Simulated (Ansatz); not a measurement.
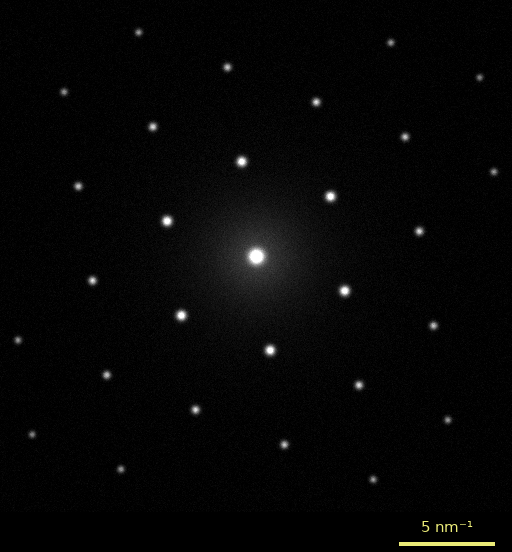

The pattern is a kinematic simulation for 80 kV electrons (no multiple scattering; isotropic B = 0.3 Å²).

### What net do the spots form, and what spacings does it show?

The spots form a hexagonal net with both shortest vectors at d = 1.99 Å, 60.0° apart.

### What is the point symmetry of the pattern, intensities included?

6mm. Such a pattern arises along the three- or sixfold axis of a trigonal, hexagonal or cubic crystal.

### What was simulated?

This cannot be fixed from one zone alone; the pattern is [111] of Ge, space group Fd-3m (No. 227), a = 5.62 Å. The net vectors are -2 2 0 and -2 0 2. Structure: the input geometry of an electronic-structure calculation (not necessarily at equilibrium).
